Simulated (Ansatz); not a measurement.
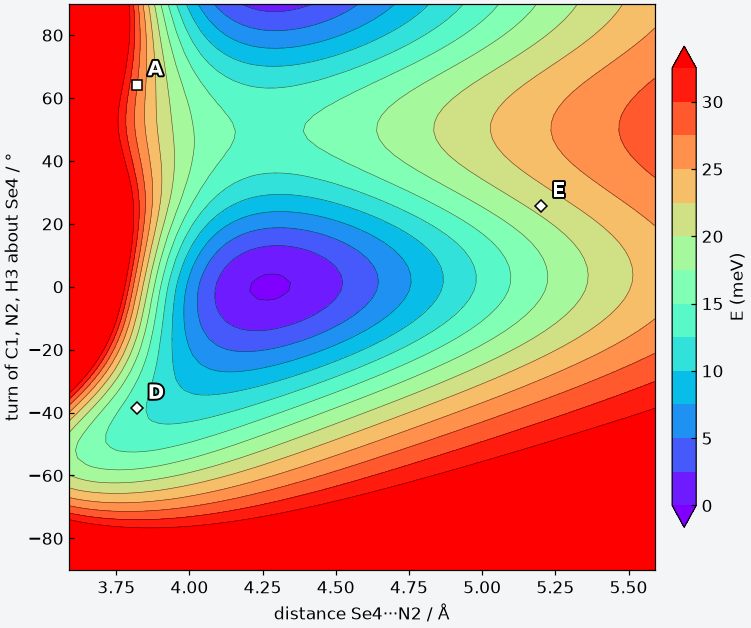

The pair CHN···H₂Se. The turn is about an axis along (−0.92, 0.39, −0.03) in the frame of the relaxed pair, normal to the line between the partners. The first coordinate is: distance Se4···N2; the second: turn of C1, N2, H3 about Se4. The grid has 15 × 15 points. Points are written as (first, second). Energies are in meV, from the lowest grid point. All numbers below come from Ansatz, RHF/def2-TZVPD.

The picture shows filled contours, one colour for all values above the top of the scale, lettered points. Between grid points the surface is interpolated.

Rank the lettered points by energy, lowest first.

Answer. D (13.2 meV), E (20.8 meV), A (27.6 meV).

What kind of point is each of A, E: minimum, saddle, maximum or slope?

Answer. A: on a slope; E: on a slope. (In these two coordinates alone; a stationary point may lie a little off the grid point.)
